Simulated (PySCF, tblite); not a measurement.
# C5H11PSi: geometry, infrared bands and NMR shifts

Aim: predict the infrared bands and NMR shifts of C5H11PSi (`C=C[Si@H](P)C1CC1`).

Computed with tblite 0.8.0 and PySCF 2.14.0, with density-fitted response routines of our own, on a single molecule in the gas phase. Atoms count from 0, in the outputs and in this text.

## (1) Starting geometry

18 atoms, charge 0, multiplicity 1; geometry from: force field or distance geometry start.

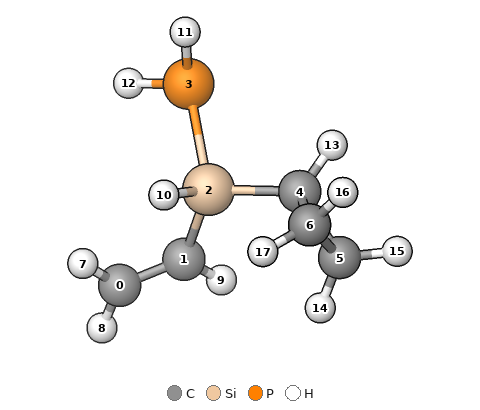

As it starts; carbon grey, silicon light orange, phosphorus orange, hydrogen white, atoms numbered; sticks join atoms by distance.

## (2) Geometry optimisation with GFN2-xTB

The job: settings as JSON, then the geometry in Å.

```
{"job": {"kind": "relax", "xc": "GFN2-xTB", "basis": "xTB"}, "charge": 0, "multiplicity": 1}
C     -2.327100    -1.577700     0.054300
C     -1.361300    -1.100000    -0.727700
Si    -0.493000     0.411600    -0.209700
P     -1.434100     2.260600    -1.019200
C      1.287000     0.468800    -0.649100
C      2.115200    -0.756300    -0.759200
C      2.203200     0.072000     0.488000
H     -2.596100    -1.041700     0.967600
H     -2.880700    -2.493700    -0.201900
H     -1.070000    -1.610400    -1.627800
H     -0.591900     0.515600     1.268600
H     -1.049900     3.415200    -0.265100
H     -2.869800     2.121400    -1.164300
H      1.611900     1.301000    -1.311400
H      1.694300    -1.770500    -0.736200
H      3.013900    -0.649800    -1.403400
H      3.032400     0.799200     0.625500
H      1.707300    -0.359000     1.394400
```

The run is started by

```console
$ OMP_NUM_THREADS=1 python probes_run.py task.json out
```

The driver reads the jobs from task.json and runs them one after another.

Log:

```text
step      E/eV     max force
  0    -556.18375    2.097
  1    -556.44247    1.669
  2    -556.72157    1.435
  3    -556.89510    1.668
  4    -557.03425    0.884
  5    -557.09592    0.515
  6    -557.12197    0.414
  7    -557.13674    0.400
  8    -557.15611    0.375
  9    -557.17059    0.363
 10    -557.18439    0.266
 11    -557.19474    0.241
 12    -557.20477    0.243
 13    -557.21529    0.331
 14    -557.22435    0.266
 15    -557.22987    0.162
 16    -557.23286    0.141
 17    -557.23492    0.100
 18    -557.23676    0.100
 19    -557.23828    0.087
 20    -557.23972    0.110
 21    -557.24151    0.103
 22    -557.24373    0.132
 23    -557.24590    0.109
 24    -557.24763    0.097
 25    -557.24912    0.110
 26    -557.25086    0.100
 27    -557.25303    0.121
 28    -557.25509    0.099
 29    -557.25664    0.080
 30    -557.25805    0.087
 31    -557.25970    0.102
 32    -557.26135    0.106
 33    -557.26254    0.089
 34    -557.26329    0.073
 35    -557.26393    0.067
 36    -557.26472    0.073
 37    -557.26549    0.073
 38    -557.26599    0.057
 39    -557.26627    0.033
 40    -557.26648    0.031
 41    -557.26668    0.034
 42    -557.26685    0.041
 43    -557.26698    0.036
 44    -557.26710    0.029
 45    -557.26724    0.027
 46    -557.26741    0.030
 47    -557.26756    0.031
 48    -557.26767    0.021
 49    -557.26775    0.020
 50    -557.26783    0.021
 51    -557.26795    0.036
 52    -557.26811    0.046
 53    -557.26828    0.037
 54    -557.26841    0.034
 55    -557.26855    0.028
 56    -557.26872    0.041
 57    -557.26896    0.052
 58    -557.26917    0.039
 59    -557.26931    0.022
 60    -557.26940    0.024
 61    -557.26949    0.031
 62    -557.26962    0.039
 63    -557.26975    0.031
 64    -557.26987    0.024
 65    -557.26996    0.026
 66    -557.27008    0.029
 67    -557.27022    0.035
 68    -557.27039    0.036
 69    -557.27056    0.032
 70    -557.27073    0.030
 71    -557.27092    0.035
 72    -557.27109    0.038
 73    -557.27122    0.028
 74    -557.27132    0.026
 75    -557.27142    0.027
 76    -557.27156    0.030
 77    -557.27169    0.031
 78    -557.27179    0.021
 79    -557.27185    0.015
 80    -557.27191    0.016
 81    -557.27197    0.021
 82    -557.27203    0.018
 83    -557.27209    0.018
 84    -557.27215    0.020
 85    -557.27223    0.027
 86    -557.27238    0.037
 87    -557.27261    0.039
 88    -557.27289    0.044
 89    -557.27315    0.041
 90    -557.27335    0.034
 91    -557.27351    0.033
 92    -557.27370    0.041
 93    -557.27399    0.051
 94    -557.27441    0.046
 95    -557.27480    0.058
 96    -557.27526    0.047
 97    -557.27563    0.046
 98    -557.27572    0.094
 99    -557.27613    0.065
100    -557.27639    0.047
101    -557.27696    0.068
102    -557.27717    0.041
103    -557.27745    0.031
104    -557.27762    0.042
105    -557.27776    0.028
106    -557.27783    0.018
107    -557.27788    0.014
108    -557.27790    0.011
109    -557.27794    0.017
110    -557.27797    0.020
111    -557.27801    0.020
112    -557.27806    0.020
113    -557.27811    0.018
114    -557.27814    0.013
115    -557.27817    0.011
116    -557.27818    0.010
117    -557.27819    0.009
```

Wall time 0.92 s (1 thread of Arm Neoverse V1, shared host); peak memory 0.18 GiB.

Along the way: (not every step is listed)

```tsv
step	energy from step 0 (eV)	largest force (eV/Å)
0	0.0000	2.0971
1	-0.2587	1.6687
2	-0.5378	1.4355
3	-0.7113	1.6678
4	-0.8505	0.8835
5	-0.9122	0.5145
6	-0.9382	0.4135
7	-0.9530	0.4004
8	-0.9724	0.3754
18	-1.0530	0.0996
28	-1.0713	0.0986
38	-1.0822	0.0569
48	-1.0839	0.0212
58	-1.0854	0.0387
68	-1.0866	0.0361
78	-1.0880	0.0207
88	-1.0891	0.0445
98	-1.0920	0.0937
108	-1.0942	0.0114
112	-1.0943	0.0201
113	-1.0944	0.0175
114	-1.0944	0.0127
115	-1.0944	0.0110
116	-1.0944	0.0105
117	-1.0944	0.0091
```

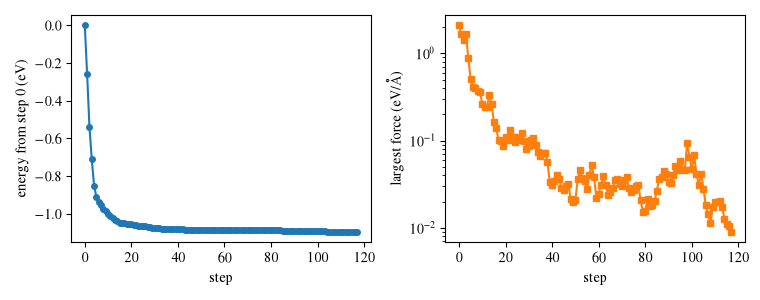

Energy and force, step by step.

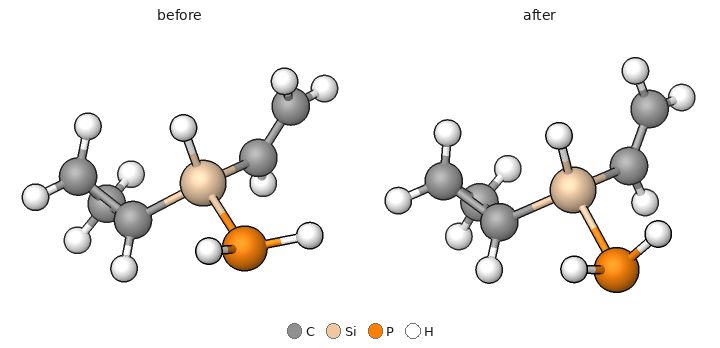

Before and after, at one scale.

Close pairs (by a distance rule), those that changed most:

```tsv
bond	before (Å)	after (Å)	change (Å)
C1–Si2	1.819	1.888	+0.070
P3–H12	1.450	1.382	-0.068
Si2–C4	1.834	1.891	+0.057
P3–H11	1.432	1.383	-0.049
C6–H17	1.119	1.079	-0.040
C6–H16	1.111	1.080	-0.031
C5–H15	1.111	1.080	-0.031
C4–H13	1.112	1.085	-0.027
```

The next job starts from the end point, and lists it.

## (3) Vibrational analysis with GFN2-xTB

The job: settings as JSON, then the geometry in Å.

```
{"job": {"kind": "ir", "xc": "GFN2-xTB", "basis": "xTB"}, "charge": 0, "multiplicity": 1}
C     -2.095657    -1.832919     0.020368
C     -1.460851    -0.970330    -0.757152
Si    -0.611774     0.609387    -0.166554
P     -1.411732     2.298783    -1.422569
C      1.241547     0.549784    -0.538431
C      1.941354    -0.776407    -0.654733
C      2.213294     0.100790     0.517573
H     -2.175695    -1.684598     1.085289
H     -2.567332    -2.724681    -0.364005
H     -1.415842    -1.171895    -1.822070
H     -0.839913     0.771662     1.282646
H     -0.861007     3.294879    -0.637399
H     -2.627250     2.373675    -0.770161
H      1.606275     1.325676    -1.203436
H      1.357666    -1.671036    -0.496362
H      2.709579    -0.887938    -1.405718
H      3.170329     0.597999     0.579151
H      1.818250    -0.196513     1.477147
```

Log:

```text
mode    cm-1     km/mol
  1      15.2      0.05
  2      36.8      0.06
  3      95.0      2.09
  4      98.7      8.44
  5     116.6      1.33
  6     124.7      2.96
  7     261.4      0.93
  8     272.5      1.93
  9     315.8      9.70
 10     468.8     11.48
 11     508.5      5.18
 12     605.9    322.84
 13     635.4     96.34
 14     640.6     35.04
 15     668.5     10.79
 16     692.7     48.58
 17     742.3     86.28
 18     810.7      4.20
 19     845.4      9.49
 20     918.5     17.00
 21     955.8      0.21
 22    1000.6     40.36
 23    1004.2     12.15
 24    1024.4     15.88
 25    1025.4      9.16
 26    1071.4      1.51
 27    1074.5      0.18
 28    1107.1      0.03
 29    1148.8     14.96
 30    1160.1      0.29
 31    1240.2      0.94
 32    1264.6      0.98
 33    1344.2     12.29
 34    1417.7      1.74
 35    1447.0      0.04
 36    1488.7      2.76
 37    1665.3     12.13
 38    2131.5    260.40
 39    2307.3     99.24
 40    2394.9    153.89
 41    3017.7     12.40
 42    3018.3     46.22
 43    3074.4     39.75
 44    3078.3     13.33
 45    3081.1     23.84
 46    3084.6     24.27
 47    3099.9     36.00
 48    3100.7     67.36
```

It took 0.73 s on 1 thread of Arm Neoverse V1, shared host; peak memory 0.18 GiB.

The strongest bands and the atoms that carry them (share of the mass-weighted mode):

```tsv
cm⁻¹	km/mol	atoms
606	322.8	H10 53 %, Si2 22 %
635	96.3	H10 69 %
693	48.6	H12 48 %, Si2 15 %, H11 10 %
742	86.3	Si2 39 %, C1 15 %, H11 12 %
2132	260.4	H10 97 %
2307	99.2	H11 55 %, H12 42 %
2395	153.9	H12 54 %, H11 42 %
3101	67.4	H7 39 %, H17 17 %, H14 11 %
```

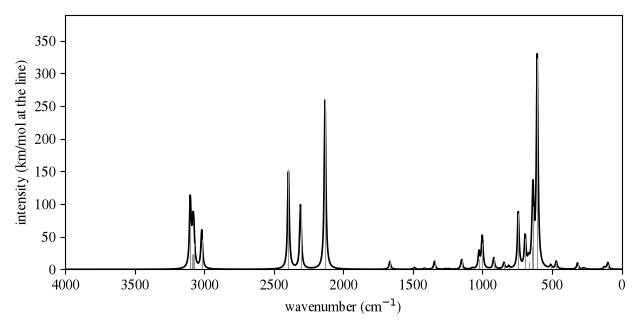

The infrared spectrum from these modes, unscaled. Lines are broadened to a width of 14 cm⁻¹ (Lorentzian).

## (4) Nuclear shieldings: PBE0/pcSseg-1

Same as in step 3 but for these lines:

```diff
@@ -1,2 +1,2 @@
-{"job": {"kind": "ir", "xc": "GFN2-xTB", "basis": "xTB"}, "charge": 0, "multiplicity": 1}
+{"job": {"kind": "nmr", "xc": "PBE0", "basis": "pcSseg-1"}, "charge": 0, "multiplicity": 1}
 C     -2.095657    -1.832919     0.020368
```

With the program's defaults for keys left out, this is: GIAO PBE0/pcSseg-1 NMR shielding, non-relativistic, gas phase.

Log:

```text
coarse grid: 15504 points
cycle   1  E = -827.3161546560  dE =  6.843e-01  |g| = 4.124e-01  |ddm| = 3.765e+00
cycle   2  E = -827.3057271429  dE =  1.043e-02  |g| = 4.676e-01  |ddm| = 8.008e-01
cycle   3  E = -827.3629475254  dE = -5.722e-02  |g| = 4.811e-02  |ddm| = 4.573e-01
cycle   4  E = -827.3632992118  dE = -3.517e-04  |g| = 3.051e-02  |ddm| = 6.774e-02
cycle   5  E = -827.3635241905  dE = -2.250e-04  |g| = 8.019e-03  |ddm| = 2.949e-02
cycle   6  E = -827.3635402106  dE = -1.602e-05  |g| = 2.550e-03  |ddm| = 1.003e-02
cycle   7  E = -827.3635417943  dE = -1.584e-06  |g| = 4.248e-04  |ddm| = 2.812e-03
final grid: 138984 points
cycle   8  E = -827.4055314072  dE = -3.180e-05  |g| = 8.209e-03  |ddm| = 2.727e-02
cycle   9  E = -827.4055237767  dE =  7.631e-06  |g| = 9.863e-03  |ddm| = 1.646e-02
cycle  10  E = -827.4055492901  dE = -2.551e-05  |g| = 5.261e-04  |ddm| = 9.221e-03
cycle  11  E = -827.4055493397  dE = -4.959e-08  |g| = 2.482e-04  |ddm| = 6.470e-04
cycle  12  E = -827.4055493547  dE = -1.502e-08  |g| = 7.246e-05  |ddm| = 2.437e-04
cycle  13  E = -827.4055493559  dE = -1.236e-09  |g| = 2.425e-05  |ddm| = 9.115e-05
cycle  14  E = -827.4055493561  dE = -1.589e-10  |g| = 4.049e-06  |ddm| = 2.662e-05
converged SCF energy = -827.4055493561

GIAO shielding tensors (ppm)
atom      isotropic    diamagn.    paramagn.     s11        s22        s33       span
  0 C       44.271     253.820    -209.549    -81.554     51.012    163.354    244.907
  1 C       41.910     262.735    -220.825    -75.263     30.262    170.732    245.995
  2 Si     355.142     882.060    -526.918    327.732    365.981    371.714     43.982
  3 P      615.570     967.878    -352.308    541.972    615.373    689.366    147.394
  4 C      189.862     256.077     -66.215    162.872    176.578    230.137     67.265
  5 C      180.762     252.256     -71.493    150.349    177.396    214.541     64.193
  6 C      180.010     252.970     -72.960    150.476    176.326    213.228     62.752
  7 H       25.670      32.274      -6.605     21.398     25.065     30.546      9.148
  8 H       25.377      28.598      -3.222     21.789     24.708     29.633      7.844
  9 H       25.312      32.107      -6.795     21.760     25.696     28.480      6.720
 10 H       26.874      31.498      -4.623     23.735     25.570     31.319      7.584
 11 H       30.547      30.779      -0.232     25.087     27.934     38.621     13.534
 12 H       30.634      30.079       0.555     25.200     27.295     39.406     14.207
 13 H       32.085      32.785      -0.700     24.112     30.201     41.941     17.829
 14 H       31.328      32.738      -1.410     24.913     29.349     39.722     14.809
 15 H       30.993      30.670       0.322     25.079     26.371     41.529     16.451
 16 H       30.883      30.528       0.355     24.926     26.393     41.329     16.404
 17 H       31.468      32.543      -1.075     25.105     29.105     40.194     15.089
```

Wall time 29 s (1 thread of Arm Neoverse V1, shared host); peak memory 0.89 GiB.

Shifts follow as δ = σ(reference) − σ, with reference shieldings (ppm) from runs at the same level and on the same kind of geometry: 1H TMS 31.72, 13C TMS 186.9, 29Si TMS 349.2, 31P H3PO4 318.4. The references are single molecules in the gas phase, so shifts against H2O, NH3, PH3, H3PO4 or CFCl3 are not on the usual liquid scales and can be off by tens of ppm. Atoms listed in one row are averaged.

```tsv
atoms	environment	σ (ppm)	δ (ppm)	δ scaled to CDCl3
C1	alkene CH	41.9	145.0	139.6
C0	terminal =CH2 carbon	44.3	142.7	137.3
C6	three-membered-ring carbon	180.0	6.9	4.8
C5	three-membered-ring carbon	180.8	6.2	4.1
C4	three-membered-ring carbon	189.9	-2.9	-4.8
H9	hydrogen on an alkene CH	25.31	6.40	6.14
H8	hydrogen on a terminal =CH2 carbon	25.38	6.34	6.08
H7	hydrogen on a terminal =CH2 carbon	25.67	6.05	5.81
H10	hydrogen on a silicon bonded to 2 C, P	26.87	4.84	–
H11, H12	hydrogen on a phosphorus bonded to Si	30.59	1.13	–
H16	hydrogen on a three-membered-ring carbon	30.88	0.83	0.89
H15	hydrogen on a three-membered-ring carbon	30.99	0.72	0.79
H14	hydrogen on a three-membered-ring carbon	31.33	0.39	0.47
H17	hydrogen on a three-membered-ring carbon	31.47	0.25	0.34
H13	hydrogen on a three-membered-ring carbon	32.08	-0.37	-0.24
Si2	silicon bonded to 2 C, P, H	355.1	-6.0	–
P3	phosphorus bonded to Si, 2 H	615.6	-297.2	–
```

The scaled column applies a straight-line fit of computed shieldings to shifts measured in CDCl3 (root-mean-square error 0.16 ppm for H, 1.9 ppm for C).

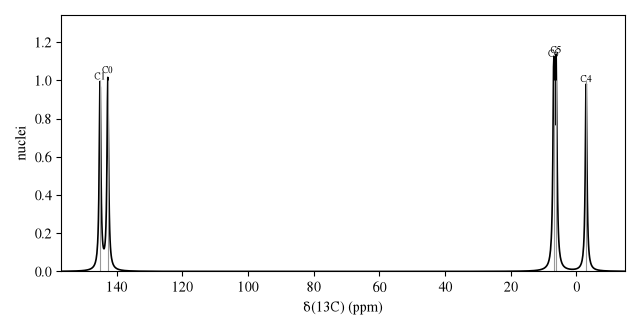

13C lines at the computed shifts, without couplings. Lines are broadened to a width of 0.59 ppm (Lorentzian).

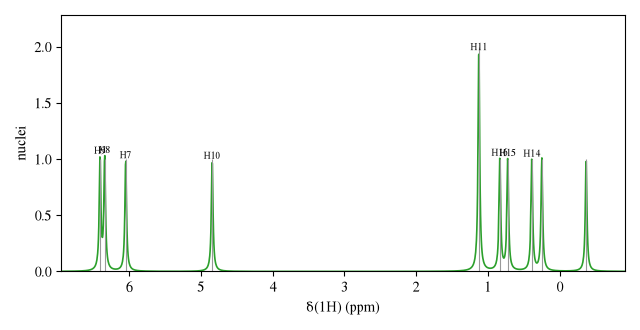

1H lines at the computed shifts, without couplings. Lines are broadened to a width of 0.03 ppm (Lorentzian).

Charges from the same density, by scheme (e):

```tsv
atoms	Mulliken	IAO	Hirshfeld	ESP fit
C0	-0.14	-0.28	-0.08	-0.48
C1	-0.49	-0.42	-0.14	0.07
Si2	0.72	0.74	0.31	0.22
P3	-0.24	-0.12	-0.03	-0.40
C4	-0.55	-0.42	-0.14	-0.20
C5	-0.20	-0.28	-0.09	-0.28
C6	-0.20	-0.28	-0.09	-0.27
```

ESP fit charges:

C0 -0.48; C1 0.07; Si2 0.22; P3 -0.40; C4 -0.20; C5 -0.28; C6 -0.27; H7 0.20; H8 0.17; H9 0.07; H10 -0.08; H11 0.13; H12 0.13; H13 0.19; H14 0.12; H15 0.14; H16 0.13; H17 0.15

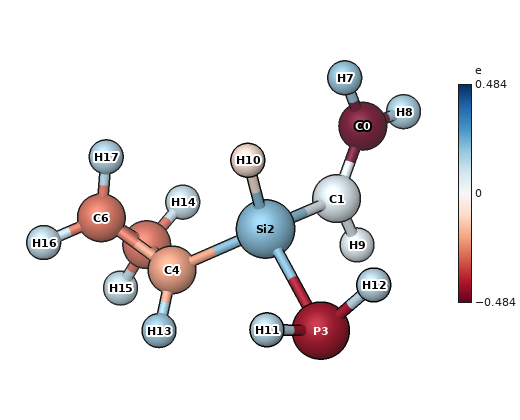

ESP fit charges, as colours on the atoms.

Mayer bond orders: C0–C1 1.98, C1–Si2 0.90, Si2–P3 1.03, Si2–C4 0.85, C4–C5 0.96, C5–C6 0.98, C6–C4 0.96.

Ring of atoms C4, C5, C6: NICS(0) -45.0, NICS(1) -8.5, NICS(1)zz -23.6 ppm (means of both faces).

In rings of three or four atoms NICS is ruled by the nearby σ bonds, so it says little on aromaticity.

## (5) Results

| quantity | value |
| --- | --- |
| strongest single infrared mode (GFN2-xTB) | 606 cm⁻¹, 323 km/mol |
| zero-point energy (GFN2-xTB) | 86.8 kcal/mol |
| 13C shifts against TMS (PBE0/pcSseg-1) | 145.0, 142.7, 6.9, 6.2, -2.9 ppm |
| 1H shifts against TMS (PBE0/pcSseg-1, means over atoms taken as alike) | 6.40, 6.34, 6.05, 4.84, 1.13, 0.83, 0.72, 0.39, 0.25, -0.37 ppm |
| 29Si shifts against TMS (PBE0/pcSseg-1) | -6.0 ppm |
| 31P shifts against H3PO4 (PBE0/pcSseg-1) | -297.2 ppm |

In words: Over 117 steps the energy fell by 1.094 eV; of the close pairs, C1–Si2 changed most, 1.819 to 1.888 Å. No mode is imaginary among the 48: a minimum at this level. The strongest single mode, at 606 cm⁻¹, moves mainly H10. Unscaled tight-binding wavenumbers are off by several per cent, some by more. Its intensities can rank the bands wrongly. The most deshielded carbon is C1 (alkene CH), at 145.0 ppm: an sp2 carbon of a C=C bond. The most deshielded hydrogen is H9 (hydrogen on an alkene CH), at 6.40 ppm: olefinic region.
